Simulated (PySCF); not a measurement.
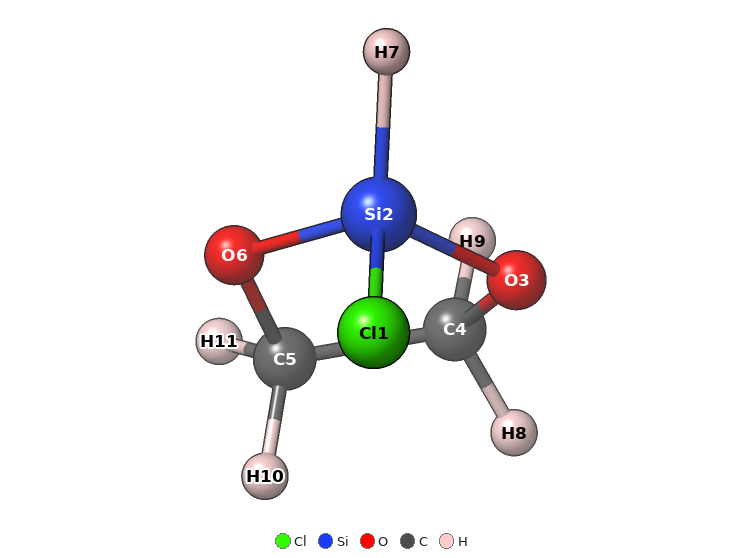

Atoms fade into the background with distance from the viewer. Computed geometry: PBE0-D3(BJ)/def2-SVP optimisation. No frequency run is at hand to confirm it as a minimum.

### How is the 5-membered ring Si2–O3–C4–C5–O6 puckered?

It is an envelope, with C5 as the flap. The Cremer–Pople amplitude Q is 0.28 Å.

### Give the torsion angles round the ring, beginning with the bond from its second to its third atom.

−21°, 32°, −29°, 16°, 4°.
